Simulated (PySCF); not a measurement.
C$_{4}$H$_{6}$BF$_{2}$Si (SMILES FB(F)C1=CCC[SiH]1) (doublet)

```xyz
14

F     3.0746   -1.3069    0.6774
B     2.4960   -0.2956    0.0442
F     3.3647    0.5656   -0.4753
C     0.9855   -0.0944   -0.0610
C     0.0584   -1.0207    0.2838
C    -1.3925   -0.7093    0.1004
C    -1.5939    0.7846   -0.1964
Si    0.1311    1.4155   -0.7337
H     0.3266   -2.0004    0.6522
H    -1.7629   -1.3095   -0.7377
H    -1.9579   -1.0271    0.9806
H    -2.3899    0.9334   -0.9217
H    -1.8987    1.3077    0.7120
H     0.5583    2.7567   -0.3469
```

Geometry: GFN2-xTB.

Theory: UKS B3LYP, pcH-1 on B C F H Si, non-relativistic, mean-field spin-orbit, GIAO in PySCF 2.14.0, density-fitted response routines.

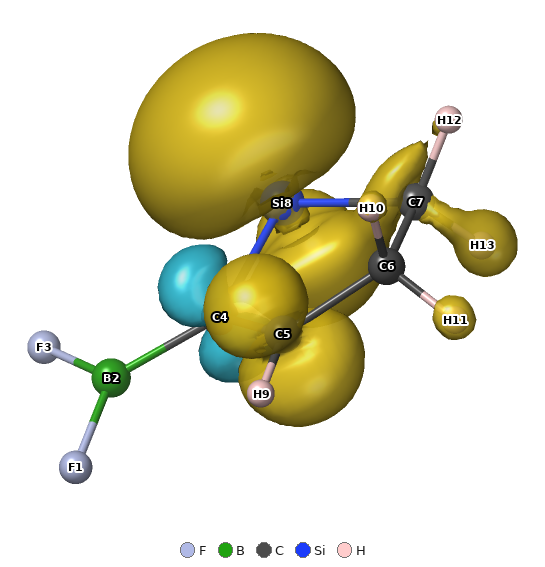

Figure 1. Isosurfaces of the spin density at +0.015 (yellow) and −0.015 e/Å³ (cyan), seen at an oblique angle.

**Which atoms carry the spin?**

The unpaired spin (1 electron) lies mostly on Si8 (about 0.7) and C5 (about 0.1), in electrons by Hirshfeld's partition.

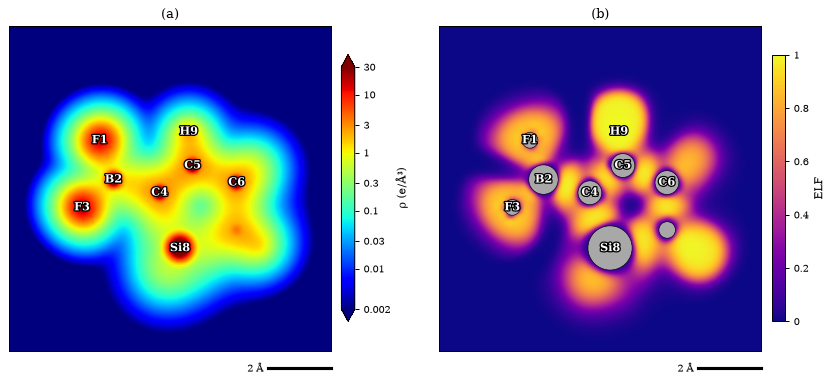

Figure 2. (a) electron density; (b) electron localisation function on the plane of atoms B2, C4 and Si8. Grey discs cover the atomic cores in the ELF map.

**What does the map show?**

The section cuts through F, B, C, Si and H sites. B–F (1.33 Å): ρ at the midpoint is about 2.2 e/Å³; the ELF peaks at about 0.85 between the atoms: a shared but strongly polarised pair. C–C (1.36 Å): ρ is about 2.2 e/Å³ halfway; the ELF peaks at about 0.95 between the atoms: a covalent bond. C–B (1.53 Å): ρ at the midpoint is about 1.5 e/Å³; the ELF peaks at about 1 between the atoms, as expected for a covalent bond. C–Si (1.86 Å): the density is about 0.94 e/Å³ at the midpoint; the ELF peaks at about 0.95 between the atoms: a shared electron pair. C–H (1.08 Å): ρ at the midpoint is about 2.1 e/Å³; the ELF climbs to about 1 towards the hydrogen, as it does in any bond to H; an ordinary covalent bond to hydrogen. The ELF also peaks beside F3 and F1, away from the bonds: non-bonding electrons, paired or unpaired.

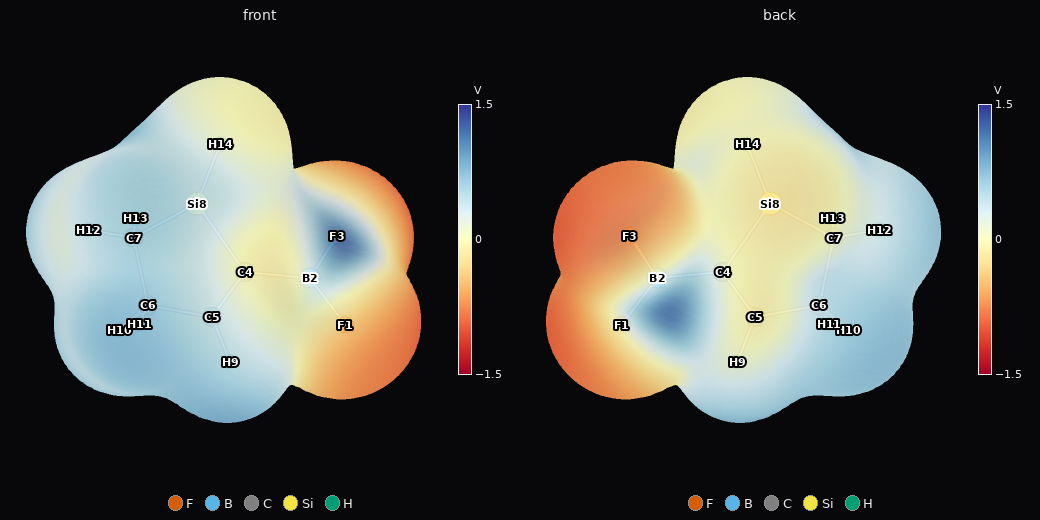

Figure 3. The molecular electrostatic potential painted on the density surface at 0.001 e/bohr³, seen from the front and from behind; the colour scale runs from red (negative) to blue (positive).

**Where is the surface potential most negative and most positive?**

The most negative region (about −0.9 V, or −21 kcal/mol for a unit charge) lies over F1 and F3, the most positive (about +1.1 V, or +25 kcal/mol for a unit charge) over B2.
